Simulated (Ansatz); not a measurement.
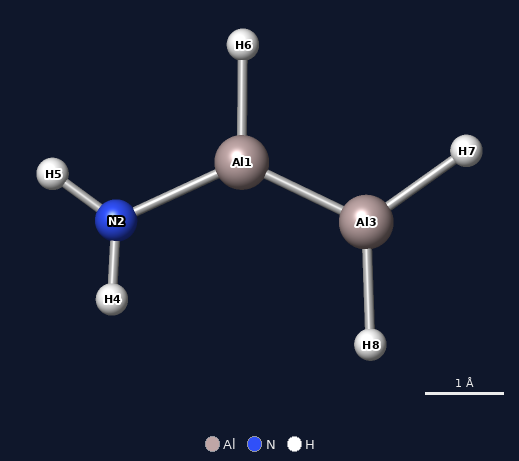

*The structure as given in the input (ball-and-stick view, seen at a tilt; atoms are numbered from 1 in the order of the input). Sticks mark near contacts.*

## Geometry relaxation, with input and output: Al$_{2}$NH$_{5}$

- system: Al$_{2}$NH$_{5}$
- method: RKS PBE-D4/def2-SVP (Ansatz 0.2.0)

Figures and captions count atoms from 1; the log counts them from 0 in places.

Input
```yaml
crystal:
  periodic: [false, false, false]
  atoms:
    - {symbol: Al, position_ang: [0.452004, 0.405081, 0.013298]}
    - {symbol: N, position_ang: [-1.137520, 1.054028, -0.476754]}
    - {symbol: Al, position_ang: [0.908091, -1.259478, 0.470565]}
    - {symbol: H, position_ang: [-1.924801, 0.406320, -0.509372]}
    - {symbol: H, position_ang: [-1.215691, 2.044219, -0.708726]}
    - {symbol: H, position_ang: [1.583939, 1.419044, 0.044971]}
    - {symbol: H, position_ang: [2.413058, -1.559750, 0.868777]}
    - {symbol: H, position_ang: [-0.224898, -2.363715, 0.454357]}
basis:
  gaussian: {orbitals: def2-SVP}
hamiltonian: {xc: pbe, dispersion: d4}
relax: {f_tol: 0.03, max_steps: 250}
```

Run on 2 threads of Arm Neoverse V2, 23 GiB of memory available, shared host.

Command:
```bash
ansatz run in.yaml --threads 2 --pin off --events-out ev --progress --plain --max-ram 4352MiB
```

Output
```
Functional definition: PBE
  name "PBE"
  cite "Perdew, Burke & Ernzerhof, Phys. Rev. Lett. 77, 3865 (1996) doi:10.1103/PhysRevLett.77.3865"
  parent pbe
  parameter kappa = 0.804
  parameter beta = 0.06672455060314922
  exchange = pbe_x(kappa = kappa, mu = beta*pi^2/3)
  correlation = pbe_c(beta = beta)
848 factors; their error is unknown
mean field evaluation 1: about -14735.4032 eV, gradient 6.5e1 eV
mean field evaluation 2: about -14675.9375 eV, gradient 1.3e2 eV
mean field evaluation 4: about -14744.5447 eV, gradient 7.7e0 eV
mean field evaluation 8: about -14744.8608 eV, gradient 1.9e-1 eV
mean field evaluation 16: about -14744.8115 eV, gradient 2.9e-4 eV
mean field -14744.81152888 eV, -541.8618292940 hartree, gradient 8.2e-6 eV, S^2 0.000000; 0 other end points of the search recorded, 0 dependent functions left out
the calculation of the forces begins
reference -14744.81157059 eV, -541.8618308269 hartree; 19, 19 occupied and 56, 56 virtual orbitals, 848 factors
relax step   1: F+E_penalty+E_count = -14744.94600190 eV  Δ(F+E_penalty+E_count) = +0.000e0 eV  max|allowed force component| = 1.702e1 eV/Å  Δτ_max = 0.0000 Å  (29 SCF iters, accepted)
these checks for a lower state are left out or cut short: starts, cluster_reference, orbital_swaps, neighbouring_geometries, increment
848 factors; their error is unknown
mean field -14748.70481006 eV, -542.0049047385 hartree, gradient 6.4e-6 eV, S^2 0.000000; 0 other end points of the search recorded, 0 dependent functions left out
the calculation of the forces begins
reference -14748.70485231 eV, -542.0049062913 hartree; 19, 19 occupied and 56, 56 virtual orbitals, 848 factors
relax step   2: F+E_penalty+E_count = -14748.83426547 eV  Δ(F+E_penalty+E_count) = -3.888e0 eV  max|allowed force component| = 4.812e0 eV/Å  Δτ_max = 0.1929 Å  (33 SCF iters, accepted)
these checks for a lower state are left out or cut short: starts, cluster_reference, orbital_swaps, neighbouring_geometries, increment
848 factors; their error is unknown
mean field evaluation 32: about -14749.8759 eV, gradient 4.5e-4 eV
mean field -14749.87592443 eV, -542.0479423980 hartree, gradient 2.0e-5 eV, S^2 0.000000; 0 other end points of the search recorded, 0 dependent functions left out
the calculation of the forces begins
reference -14749.87596776 eV, -542.0479439902 hartree; 19, 19 occupied and 56, 56 virtual orbitals, 848 factors
relax step   3: F+E_penalty+E_count = -14749.99997425 eV  Δ(F+E_penalty+E_count) = -1.166e0 eV  max|allowed force component| = 1.339e0 eV/Å  Δτ_max = 0.1947 Å  (27 SCF iters, accepted)
these checks for a lower state are left out or cut short: starts, cluster_reference, orbital_swaps, neighbouring_geometries, increment
848 factors; their error is unknown
mean field -14750.23168257 eV, -542.0610162682 hartree, gradient 1.7e-5 eV, S^2 0.000000; 0 other end points of the search recorded, 0 dependent functions left out
the calculation of the forces begins
reference -14750.23172720 eV, -542.0610179083 hartree; 19, 19 occupied and 56, 56 virtual orbitals, 848 factors
relax step   4: F+E_penalty+E_count = -14750.35139069 eV  Δ(F+E_penalty+E_count) = -3.514e-1 eV  max|allowed force component| = 4.885e-1 eV/Å  Δτ_max = 0.1951 Å  (26 SCF iters, accepted)
these checks for a lower state are left out or cut short: starts, cluster_reference, orbital_swaps, neighbouring_geometries, increment
848 factors; their error is unknown
mean field -14750.31636186 eV, -542.0641281749 hartree, gradient 1.8e-5 eV, S^2 0.000000; 0 other end points of the search recorded, 0 dependent functions left out
the calculation of the forces begins
reference -14750.31640702 eV, -542.0641298345 hartree; 19, 19 occupied and 56, 56 virtual orbitals, 848 factors
relax step   5: F+E_penalty+E_count = -14750.43283189 eV  Δ(F+E_penalty+E_count) = -8.144e-2 eV  max|allowed force component| = 1.792e-1 eV/Å  Δτ_max = 0.1998 Å  (26 SCF iters, accepted)
these checks for a lower state are left out or cut short: starts, cluster_reference, orbital_swaps, neighbouring_geometries, increment
848 factors; their error is unknown
mean field -14750.31860698 eV, -542.0642106813 hartree, gradient 1.7e-5 eV, S^2 0.000000; 0 other end points of the search recorded, 0 dependent functions left out
the calculation of the forces begins
reference -14750.31865198 eV, -542.0642123354 hartree; 19, 19 occupied and 56, 56 virtual orbitals, 848 factors
relax step   6: F+E_penalty+E_count = -14750.43519603 eV  Δ(F+E_penalty+E_count) = -2.364e-3 eV  max|allowed force component| = 1.408e-1 eV/Å  Δτ_max = 0.0472 Å  (26 SCF iters, accepted)
these checks for a lower state are left out or cut short: starts, cluster_reference, orbital_swaps, neighbouring_geometries, increment
848 factors; their error is unknown
mean field -14750.32100633 eV, -542.0642988560 hartree, gradient 1.7e-5 eV, S^2 0.000000; 0 other end points of the search recorded, 0 dependent functions left out
the calculation of the forces begins
reference -14750.32105104 eV, -542.0643004991 hartree; 19, 19 occupied and 56, 56 virtual orbitals, 848 factors
relax step   7: F+E_penalty+E_count = -14750.43800652 eV  Δ(F+E_penalty+E_count) = -2.810e-3 eV  max|allowed force component| = 2.449e-2 eV/Å  Δτ_max = 0.0616 Å  (26 SCF iters, accepted)
848 factors; their error is unknown
mean field evaluation 64: about -14750.3658 eV, gradient 1.3e-1 eV
```

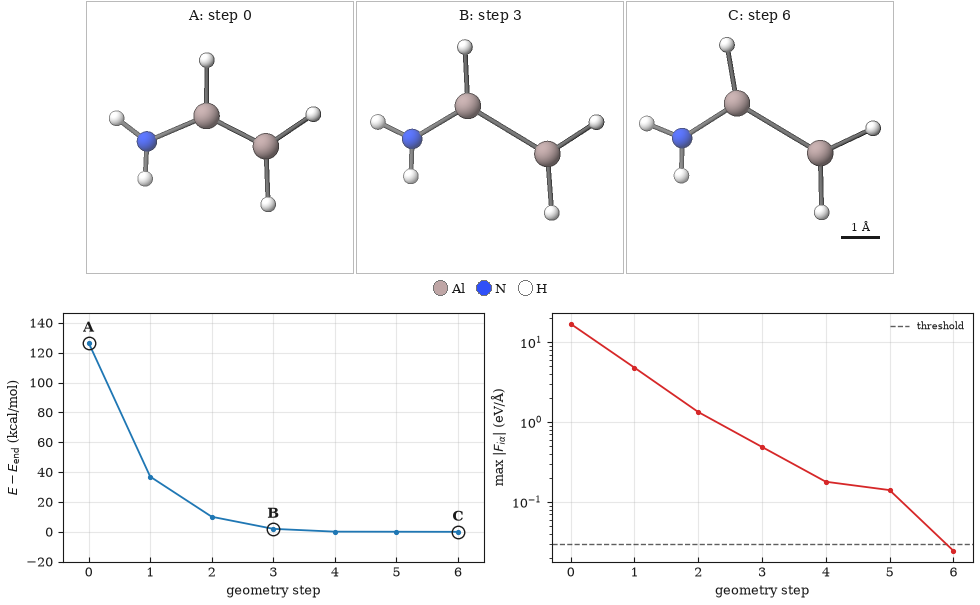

*Frames of the relaxation (ball-and-stick view, seen at a tilt) above the curves, on which the letters mark them (the first geometry is step 0 here and step 1 in the log).*

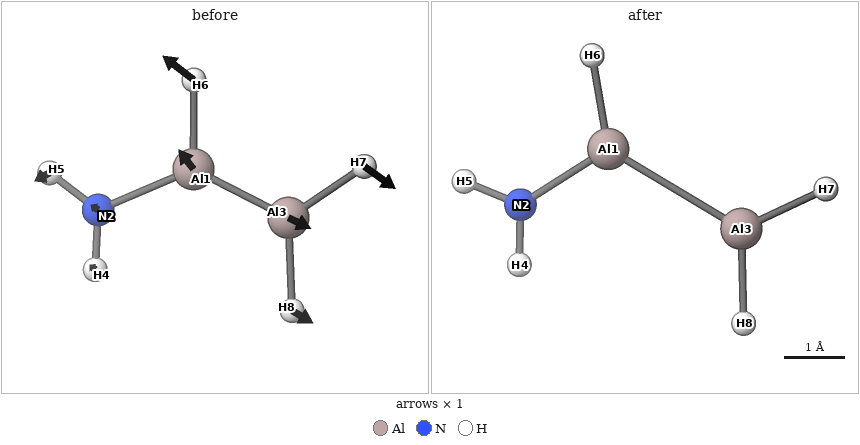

*Before (left) and after (right) the relaxation, at one scale (ball-and-stick view, seen at a tilt). The black arrows give the displacements, at true length.*

The energy falls by 126.6 kcal/mol in 6 geometry steps. The largest force component goes from 17 to 0.024 eV/Å. The atom that moves furthest after the best rigid fit is H6 (0.67 Å). By element the largest moves are H 0.67 Å, Al 0.43 Å, N 0.16 Å. Among the contacts that change: Al1–Al3 1.785 → 2.596 Å, Al1–H6 1.520 → 1.607 Å, Al3–H8 1.582 → 1.613 Å, Al3–H7 1.585 → 1.611 Å. Among the angles that change: Al3–Al1–H6 115.2° → 129.2°, H4–N2–H5 123.4° → 109.6°, N2–Al1–Al3 129.5° → 116.6°. (Atoms are counted from 1 in the order of the input.)

```
mean field -14750.32100633 eV, -542.0642988560 hartree, gradient 1.7e-5 eV, S^2 0.000000; 1 other end points of the search recorded, 0 dependent functions left out
the calculation of the forces begins
reference -14750.32105104 eV, -542.0643004991 hartree; 19, 19 occupied and 56, 56 virtual orbitals, 848 factors
Total energy: -14750.43805123 eV, -542.0686001766 hartree
Atom 0 at     0.535980     0.812988    -0.057077 Å, force     0.024487     0.003924     0.008379 eV/Å
Atom 1 at    -1.154926     1.205835    -0.513282 Å, force     0.007910     0.013038    -0.000746 eV/Å
Atom 2 at     1.024479    -1.655254     0.582474 Å, force    -0.007837     0.005383    -0.010036 eV/Å
Atom 3 at    -1.927406     0.535465    -0.539598 Å, force    -0.015049    -0.009017    -0.001338 eV/Å
Atom 4 at    -1.494192     2.133293    -0.786234 Å, force     0.002069    -0.013156     0.002368 eV/Å
Atom 5 at     1.539336     2.067822    -0.104982 Å, force    -0.005046     0.003150    -0.002617 eV/Å
Atom 6 at     2.479287    -2.191734     1.019499 Å, force    -0.006072     0.003039     0.000404 eV/Å
Atom 7 at    -0.148376    -2.762666     0.556316 Å, force    -0.000462    -0.006361     0.003586 eV/Å
Dipole moment:    -0.344717     0.135696    -0.104001 e Å
```

Trajectory as extended XYZ (Å, eV, eV/Å), 7 frames, from step=1 to step=7
```
8
Properties=species:S:1:pos:R:3:forces:R:3 step=1 energy=-14744.94600
Al    0.4520    0.4051    0.0133   -4.8317  16.5556  -4.6090
N    -1.1375    1.0540   -0.4768    0.8333  -0.2559   0.2379
Al    0.9081   -1.2595    0.4706    4.2574 -17.0217   4.5892
H    -1.9248    0.4063   -0.5094   -0.5260   0.6086  -0.2489
H    -1.2157    2.0442   -0.7087   -0.8660  -0.0614  -0.1756
H     1.5839    1.4190    0.0450    0.9484   1.3763  -0.0891
H     2.4131   -1.5597    0.8688    0.3158  -0.3534   0.1450
H    -0.2249   -2.3637    0.4544   -0.1312  -0.8482   0.1505
8
Properties=species:S:1:pos:R:3:forces:R:3 step=2 energy=-14748.83426
Al    0.4474    0.5431   -0.0170   -1.0414   4.6443  -1.2219
N    -1.1622    1.0933   -0.4907    0.4290  -0.1971   0.1372
Al    0.9457   -1.4426    0.5183    0.9191  -4.8121   1.2353
H    -1.9425    0.4348   -0.5195   -0.3720   0.5628  -0.2050
H    -1.2816    2.0719   -0.7291   -0.8746   0.1711  -0.2284
H     1.6296    1.5274    0.0316    0.6102   1.1112  -0.1056
H     2.4605   -1.6181    0.8917    0.4930  -0.5452   0.2256
H    -0.2427   -2.4641    0.4717   -0.1632  -0.9350   0.1628
8
Properties=species:S:1:pos:R:3:forces:R:3 step=3 energy=-14749.99997
Al    0.4790    0.6756   -0.0381   -0.0481   1.1701  -0.2604
N    -1.1706    1.1355   -0.5015    0.3534   0.2217   0.0302
Al    0.9409   -1.5530    0.5411    0.2846  -1.3389   0.3501
H    -1.9462    0.4722   -0.5288   -0.2346   0.3171  -0.1211
H    -1.3731    2.1025   -0.7556   -0.6146  -0.0287  -0.1284
H     1.6655    1.7159   -0.0011    0.1081   0.5754  -0.1001
H     2.4780   -1.7616    0.9263    0.1240  -0.4463   0.1229
H    -0.2192   -2.6412    0.5148    0.0272  -0.4704   0.1067
8
Properties=species:S:1:pos:R:3:forces:R:3 step=4 energy=-14750.35139
Al    0.4983    0.7501   -0.0500    0.0376   0.3552  -0.0683
N    -1.1719    1.1880   -0.5130    0.2011   0.2784  -0.0158
Al    0.9590   -1.6156    0.5585    0.2507  -0.4885   0.1598
H    -1.9531    0.5302   -0.5432   -0.1062   0.1067  -0.0469
H    -1.4464    2.1392   -0.7792   -0.2316  -0.1300  -0.0222
H     1.6357    1.8799   -0.0429   -0.0905   0.1929  -0.0611
H     2.4872   -1.9518    0.9690   -0.0978  -0.1880   0.0189
H    -0.1544   -2.7742    0.5579    0.0367  -0.1267   0.0357
8
Properties=species:S:1:pos:R:3:forces:R:3 step=5 energy=-14750.43283
Al    0.5059    0.7742   -0.0556    0.0817   0.1288  -0.0066
N    -1.1610    1.2356   -0.5200   -0.0801  -0.1792   0.0177
Al    1.0121   -1.6829    0.5839    0.0435  -0.0260   0.0148
H    -1.9576    0.5931   -0.5587   -0.0093   0.0566  -0.0138
H    -1.4550    2.1772   -0.7881   -0.0443   0.0645  -0.0222
H     1.5139    2.0274   -0.1009    0.0394  -0.0354   0.0149
H     2.5010   -2.1326    1.0115   -0.0317  -0.0213  -0.0025
H    -0.1051   -2.8462    0.5850    0.0009   0.0120  -0.0023
8
Properties=species:S:1:pos:R:3:forces:R:3 step=6 energy=-14750.43520
Al    0.5270    0.8142   -0.0585    0.0211  -0.1408   0.0308
N    -1.1594    1.2164   -0.5205   -0.0120   0.0306   0.0030
Al    1.0066   -1.6731    0.5807    0.0303   0.1297  -0.0209
H    -1.9418    0.5562   -0.5469    0.0300   0.0111   0.0007
H    -1.4873    2.1497   -0.7860   -0.0196   0.0022  -0.0103
H     1.5543    2.0515   -0.0975   -0.0327  -0.0023  -0.0059
H     2.4826   -2.1514    1.0114    0.0025  -0.0335   0.0077
H    -0.1278   -2.8178    0.5744   -0.0195   0.0029  -0.0051
8
Properties=species:S:1:pos:R:3:forces:R:3 step=7 energy=-14750.43801
Al    0.5360    0.8130   -0.0571    0.0245   0.0039   0.0084
N    -1.1549    1.2058   -0.5133    0.0079   0.0130  -0.0007
Al    1.0245   -1.6553    0.5825   -0.0078   0.0054  -0.0100
H    -1.9274    0.5355   -0.5396   -0.0150  -0.0090  -0.0013
H    -1.4942    2.1333   -0.7862    0.0021  -0.0132   0.0024
H     1.5393    2.0678   -0.1050   -0.0050   0.0032  -0.0026
H     2.4793   -2.1917    1.0195   -0.0061   0.0030   0.0004
H    -0.1484   -2.7627    0.5563   -0.0005  -0.0064   0.0036
```

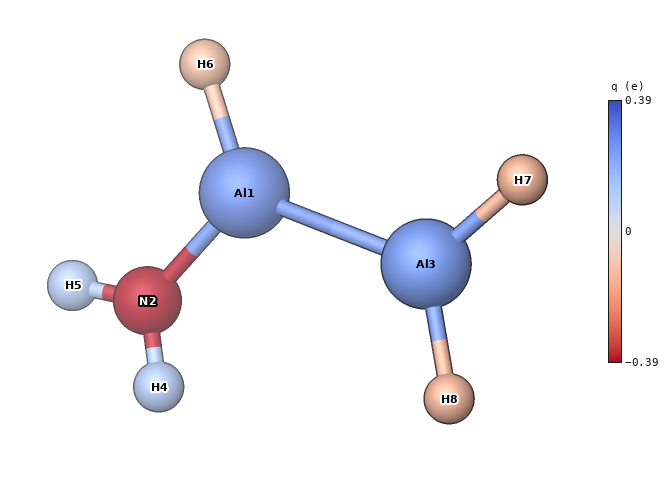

*Mulliken charges, as the colour of each atom (ball-and-stick view, seen at an oblique angle; atoms are numbered from 1 in the order of the input).*

By element: Al +0.23 to +0.26, N −0.37 and H −0.13 to +0.13 e.

Results in brief

```json
{"quantity": "outcome", "value": "converged"}
{"quantity": "total energy", "value": "−14750.4381 eV"}
{"quantity": "mean-field energy", "value": "−14750.3211 eV"}
{"quantity": "dispersion energy", "value": "−0.1170 eV"}
{"quantity": "SCF solution under orbital rotations", "value": "stable"}
{"quantity": "largest force (length of the vector) at the end", "value": "0.026 eV/Å"}
{"quantity": "dipole moment", "value": "1.85 D"}
{"quantity": "wall time", "value": "6.5 s (CPU time 12 s)"}
{"quantity": "peak memory", "value": "0.13 GiB"}
```
